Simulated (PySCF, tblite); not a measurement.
# C4H6O2: a rotation path, then NMR shifts on frames

How do NMR shifts of C4H6O2 (`C=C(C=O)CO`) change as the atoms move?

The runs use tblite 0.8.0 and PySCF 2.14.0, with density-fitted response routines of our own; the level of theory stands in each step. All values are computed, except where a source is named. Atoms are numbered from 0 throughout.

## (1) The starting structure

12 atoms, charge 0, multiplicity 1; geometry from: GFN2-xTB.

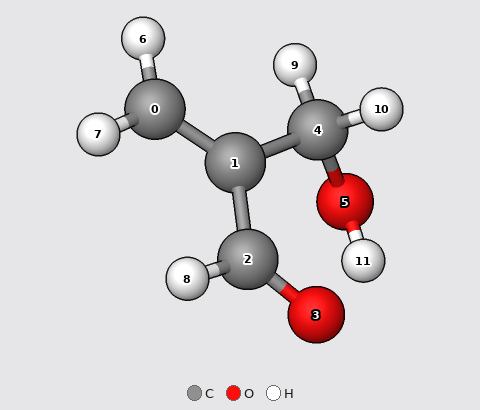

As it starts; carbon grey, oxygen red, hydrogen white, atoms numbered.

## (2) The rotation path with GFN2-xTB

Job settings and geometry (Å):

```
{"job": {"kind": "neb", "xc": "GFN2-xTB", "basis": "xTB", "atoms": [2, 1, 4, 5], "turn": 120}, "charge": 0, "multiplicity": 1}
C      1.644728     0.358202     0.121367
C      0.380793    -0.044786     0.001987
C      0.012865    -1.422569     0.363234
O     -1.106050    -1.873238     0.328204
C     -0.735828     0.840991    -0.505591
O     -1.869365     0.834092     0.317886
H      1.946959     1.362167    -0.124005
H      2.417772    -0.308523     0.467979
H      0.868938    -2.045712     0.684550
H     -0.399537     1.879176    -0.560823
H     -0.996492     0.504747    -1.524117
H     -2.163583    -0.085232     0.403304
```

With the program's defaults for keys left out, this is: GFN2-xTB climbing-image nudged elastic band, gas phase.

Started as:

```
OMP_NUM_THREADS=1 python probes_run.py task.json out
```

This one command runs all jobs of the session in turn.

What it wrote:

```text
image   E - E0 / eV
  0       0.0000
  1       0.0180
  2       0.0495
  3       0.0723
  4       0.0802
  5       0.0727
  6       0.0548
  7       0.0369
  8       0.0298
```

It took 1.5 s on 1 thread of Intel Xeon Platinum 8488C, shared host.

The final band, with the dihedral C2–C1–C4–O5:

```csv
image,dihedral (°),energy (eV),energy (kcal/mol)
0,50,0.000,0.0
1,65,0.018,0.4
2,80,0.050,1.1
3,95,0.072,1.7
4,110,0.080,1.8
5,125,0.073,1.7
6,140,0.055,1.3
7,155,0.037,0.9
8,170,0.030,0.7
```

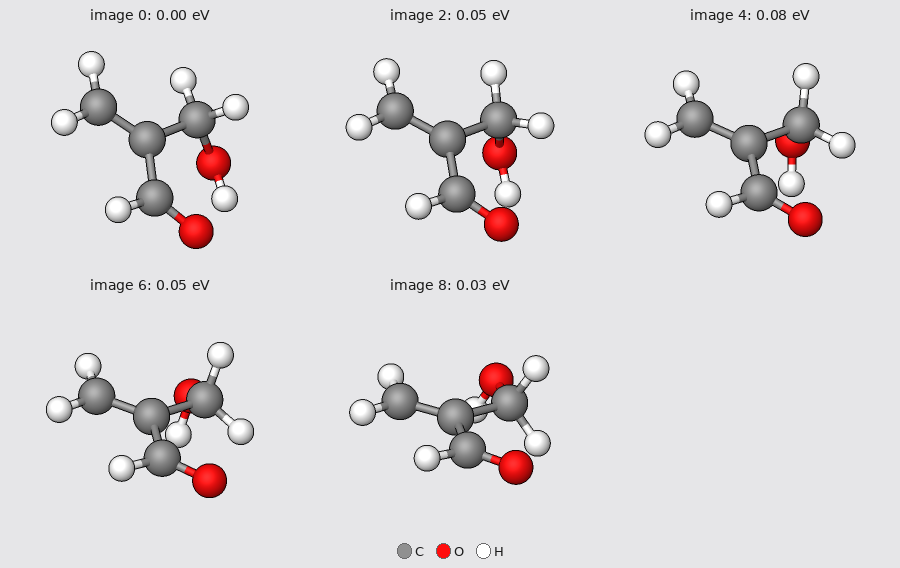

Images along the band.

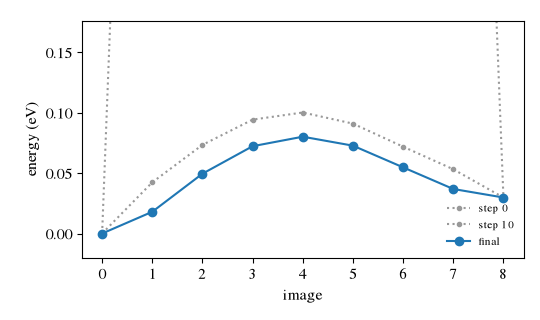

Energy along the band, early and final.

## (3) NMR shieldings: image 0, PBE0/pcSseg-1

Job settings and geometry (Å):

```
{"job": {"kind": "nmr", "xc": "PBE0", "basis": "pcSseg-1", "pop": false}, "charge": 0, "multiplicity": 1}
C      1.644700     0.358200     0.121400
C      0.380800    -0.044800     0.002000
C      0.012900    -1.422600     0.363200
O     -1.106000    -1.873200     0.328200
C     -0.735800     0.841000    -0.505600
O     -1.869400     0.834100     0.317900
H      1.947000     1.362200    -0.124000
H      2.417800    -0.308500     0.468000
H      0.868900    -2.045700     0.684600
H     -0.399500     1.879200    -0.560800
H     -0.996500     0.504700    -1.524100
H     -2.163600    -0.085200     0.403300
```

With the program's defaults for keys left out, this is: GIAO PBE0/pcSseg-1 NMR shielding, non-relativistic, gas phase.

What it wrote:

```text
coarse grid: 10240 points
cycle   1  E = -305.8528808636  dE =  8.970e-01  |g| = 9.016e-01  |ddm| = 3.106e+00
cycle   2  E = -305.4458415064  dE =  4.070e-01  |g| = 1.703e+00  |ddm| = 2.508e+00
cycle   3  E = -305.9955943906  dE = -5.498e-01  |g| = 2.376e-01  |ddm| = 1.976e+00
cycle   4  E = -306.0062308910  dE = -1.064e-02  |g| = 8.657e-02  |ddm| = 2.607e-01
cycle   5  E = -306.0074765422  dE = -1.246e-03  |g| = 2.234e-02  |ddm| = 7.717e-02
cycle   6  E = -306.0075831100  dE = -1.066e-04  |g| = 7.368e-03  |ddm| = 2.530e-02
cycle   7  E = -306.0075947592  dE = -1.165e-05  |g| = 2.373e-03  |ddm| = 7.776e-03
cycle   8  E = -306.0075958808  dE = -1.122e-06  |g| = 7.438e-04  |ddm| = 2.036e-03
final grid: 99480 points
cycle   9  E = -306.0645767817  dE = -7.406e-06  |g| = 1.342e-02  |ddm| = 2.383e-02
cycle  10  E = -306.0644895761  dE =  8.721e-05  |g| = 2.515e-02  |ddm| = 3.027e-02
cycle  11  E = -306.0646103387  dE = -1.208e-04  |g| = 2.793e-03  |ddm| = 2.195e-02
cycle  12  E = -306.0646118009  dE = -1.462e-06  |g| = 3.461e-04  |ddm| = 2.248e-03
cycle  13  E = -306.0646118213  dE = -2.038e-08  |g| = 1.100e-04  |ddm| = 3.719e-04
cycle  14  E = -306.0646118238  dE = -2.495e-09  |g| = 2.309e-05  |ddm| = 1.037e-04
cycle  15  E = -306.0646118239  dE = -1.058e-10  |g| = 1.166e-05  |ddm| = 3.675e-05
converged SCF energy = -306.0646118239

GIAO shielding tensors (ppm)
atom      isotropic    diamagn.    paramagn.     s11        s22        s33       span
  0 C       45.000     253.796    -208.797    -70.584     44.459    161.124    231.707
  1 C       29.373     266.932    -237.559    -78.343     16.555    149.908    228.251
  2 C      -15.274     245.378    -260.652    -96.745    -29.865     80.788    177.533
  3 O     -321.079     400.769    -721.848   -930.500   -395.138    362.399   1292.899
  4 C      118.002     239.514    -121.512     91.114    109.577    153.316     62.202
  5 O      310.360     389.147     -78.787    279.779    299.921    351.378     71.599
  6 H       25.136      30.841      -5.705     21.275     25.250     28.882      7.607
  7 H       25.594      30.791      -5.197     22.049     25.986     28.747      6.698
  8 H       21.891      28.939      -7.048     20.346     21.443     23.884      3.538
  9 H       27.414      29.421      -2.008     23.039     27.206     31.995      8.956
 10 H       26.613      28.936      -2.323     22.915     26.640     30.285      7.370
 11 H       28.608      32.264      -3.656     16.783     26.819     42.223     25.441
```

Wall time 9.4 s (1 thread of Intel Xeon Platinum 8488C, shared host); peak memory 0.62 GiB.

Shifts follow as δ = σ(reference) − σ, with reference shieldings (ppm) from runs at the same level and on the same kind of geometry: 1H TMS 31.72, 13C TMS 186.9, 17O H2O 336.1. The references are single molecules in the gas phase, so shifts against H2O, NH3, PH3, H3PO4 or CFCl3 are not on the usual liquid scales and can be off by tens of ppm. Each atom is listed at this fixed geometry, with no averaging over motion; a spectrum would average atoms that exchange fast.

| atoms | environment | σ (ppm) | δ (ppm) |
| --- | --- | --- | --- |
| C2 | aldehyde carbonyl carbon | -15.3 | 202.2 |
| C1 | α carbon of a C=C–C=O unit | 29.4 | 157.6 |
| C0 | β carbon of a C=C–C=O unit | 45.0 | 141.9 |
| C4 | allylic sp3 CH2 bonded to O | 118.0 | 68.9 |
| H8 | hydrogen on an aldehyde carbonyl carbon | 21.89 | 9.83 |
| H6 | hydrogen on a β carbon of a C=C–C=O unit | 25.14 | 6.58 |
| H7 | hydrogen on a β carbon of a C=C–C=O unit | 25.59 | 6.12 |
| H10 | hydrogen on an allylic sp3 CH2 bonded to O | 26.61 | 5.10 |
| H9 | hydrogen on an allylic sp3 CH2 bonded to O | 27.41 | 4.30 |
| H11 | hydrogen on an alcohol oxygen | 28.61 | 3.11 |
| O3 | aldehyde oxygen | -321.1 | 657.2 |
| O5 | alcohol oxygen | 310.4 | 25.7 |

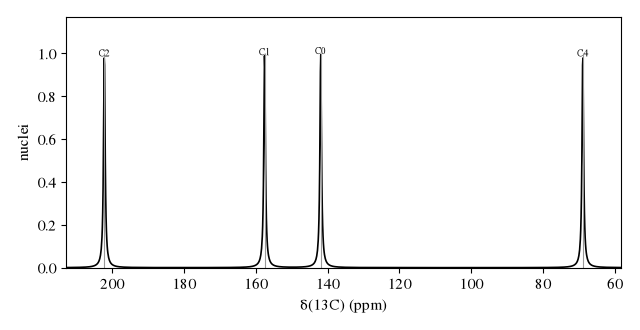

13C lines at the computed shifts, without couplings. Lines are broadened to a width of 0.53 ppm (Lorentzian).

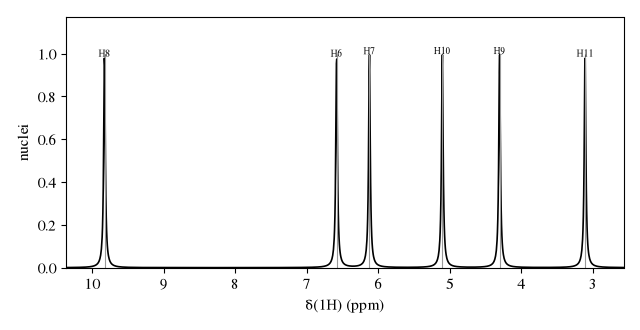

1H lines at the computed shifts, without couplings. Lines are broadened to a width of 0.03 ppm (Lorentzian).

## (4) Nuclear shieldings: image 2, PBE0/pcSseg-1

Job settings and geometry (Å):

```
{"job": {"kind": "nmr", "xc": "PBE0", "basis": "pcSseg-1", "pop": false}, "charge": 0, "multiplicity": 1}
C      1.571700     0.400500     0.270900
C      0.379500    -0.090200    -0.058800
C      0.075100    -1.513200     0.164400
O     -0.999000    -2.024000    -0.028600
C     -0.752700     0.758600    -0.590200
O     -1.641600     1.133800     0.438700
H      1.811400     1.443800     0.149600
H      2.339000    -0.230400     0.690700
H      0.932700    -2.103700     0.543200
H     -0.365100     1.688200    -1.010100
H     -1.283700     0.199400    -1.373500
H     -2.066200     0.336500     0.777600
```

Method: GIAO PBE0/pcSseg-1 NMR shielding, non-relativistic, gas phase.

What it wrote:

```text
coarse grid: 10240 points
cycle   1  E = -305.8449300846  dE =  8.860e-01  |g| = 9.145e-01  |ddm| = 3.099e+00
cycle   2  E = -305.4018331725  dE =  4.431e-01  |g| = 1.758e+00  |ddm| = 2.691e+00
cycle   3  E = -305.9931684982  dE = -5.913e-01  |g| = 2.337e-01  |ddm| = 2.145e+00
cycle   4  E = -306.0034478043  dE = -1.028e-02  |g| = 9.149e-02  |ddm| = 2.718e-01
cycle   5  E = -306.0048761381  dE = -1.428e-03  |g| = 2.297e-02  |ddm| = 8.726e-02
cycle   6  E = -306.0049883288  dE = -1.122e-04  |g| = 7.313e-03  |ddm| = 2.560e-02
cycle   7  E = -306.0049996438  dE = -1.131e-05  |g| = 2.453e-03  |ddm| = 7.451e-03
cycle   8  E = -306.0050008095  dE = -1.166e-06  |g| = 7.994e-04  |ddm| = 2.176e-03
final grid: 99480 points
cycle   9  E = -306.0620935161  dE = -1.276e-05  |g| = 1.270e-02  |ddm| = 2.565e-02
cycle  10  E = -306.0620138504  dE =  7.967e-05  |g| = 2.390e-02  |ddm| = 2.943e-02
cycle  11  E = -306.0621240818  dE = -1.102e-04  |g| = 2.655e-03  |ddm| = 2.147e-02
cycle  12  E = -306.0621254277  dE = -1.346e-06  |g| = 3.616e-04  |ddm| = 2.199e-03
cycle  13  E = -306.0621254489  dE = -2.117e-08  |g| = 1.283e-04  |ddm| = 3.764e-04
cycle  14  E = -306.0621254521  dE = -3.260e-09  |g| = 2.230e-05  |ddm| = 1.180e-04
cycle  15  E = -306.0621254522  dE = -1.048e-10  |g| = 8.490e-06  |ddm| = 3.353e-05
converged SCF energy = -306.0621254522

GIAO shielding tensors (ppm)
atom      isotropic    diamagn.    paramagn.     s11        s22        s33       span
  0 C       41.476     254.211    -212.735    -75.694     39.620    160.500    236.195
  1 C       28.972     265.545    -236.573    -81.473     18.084    150.304    231.777
  2 C      -13.146     245.886    -259.032    -97.851    -24.596     83.010    180.861
  3 O     -336.998     400.608    -737.606   -970.033   -407.676    366.714   1336.747
  4 C      122.392     240.202    -117.810     97.465    112.405    157.306     59.842
  5 O      289.959     389.240     -99.281    262.075    295.117    312.685     50.610
  6 H       24.758      30.861      -6.104     20.708     24.693     28.873      8.165
  7 H       25.378      30.876      -5.498     21.897     25.703     28.534      6.637
  8 H       21.842      28.942      -7.100     20.564     21.241     23.722      3.158
  9 H       27.774      29.513      -1.739     23.939     27.189     32.194      8.254
 10 H       26.659      29.538      -2.879     24.272     25.319     30.387      6.114
 11 H       30.754      32.422      -1.667     21.421     29.206     41.637     20.217
```

Wall time 9.2 s (1 thread of Intel Xeon Platinum 8488C, shared host); peak memory 0.65 GiB.

Key values: δ C2 200.1, C1 158.0, C0 145.4, C4 64.5, H8 9.87, H6 6.96 ppm.

[end of part 1 of 2]
